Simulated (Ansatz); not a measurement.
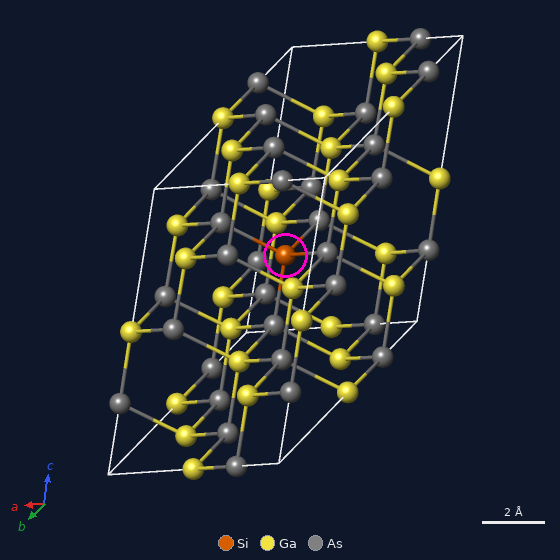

An orthographic ball-and-stick view of the structure, from a general direction. The supercell is outlined; an atom on or near a face, edge or corner is repeated at each equivalent position. The host is GaAs, in a cell of 32 sites, and the cell carries a charge of +1. A ring marks the defect's site.

Describe the defect.

Silicon on a gallium site (a substitutional impurity). It is bonded to four As in a tetrahedral arrangement at about 2.4 Å.

The atoms were relaxed in the host's cell with DFT LDA, scalar-relativistic, plane waves, PAW in Ansatz 0.2.0.
